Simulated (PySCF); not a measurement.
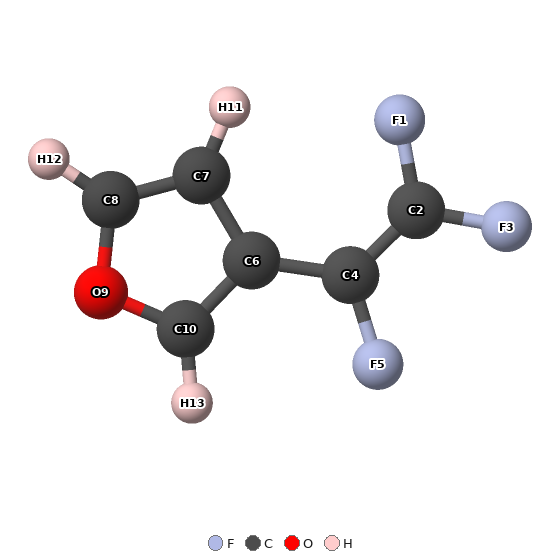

Structure of C₆H₃F₃O, SMILES FC(F)=C(F)c1ccoc1.

Kohn-Sham orbital energies near the frontier, PBE0/def2-SVPD with PySCF, at a GFN2-xTB geometry (no frequency check), isolated molecule; empty levels in grey, levels within 0.03 eV side by side.

> Where do the frontier orbitals lie?

HOMO at −6.72 eV, LUMO at −0.74 eV, 5.98 eV apart.

> List the levels with the atoms that carry most of them (a dash for levels above zero or within 0.03 eV of another, where shares mean little).

```tsv
orbital	energy (eV)	Löwdin shares
LUMO+1	0.16	–
LUMO	−0.74	C10 23 %, C2 18 %, C6 13 %
HOMO	−6.72	C10 22 %, C2 16 %, C6 14 %
HOMO−1	−7.69	C7 27 %, C8 21 %, O9 10 %
HOMO−2	−9.48	C6 26 %, O9 16 %, C4 15 %
```

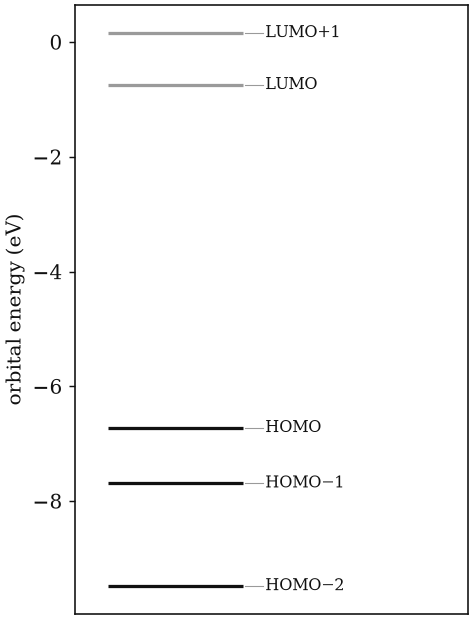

Note: the tight-binding geometry is rougher than a DFT one and adds to the error; one conformer of a flexible molecule; empty levels above zero depend strongly on the basis.
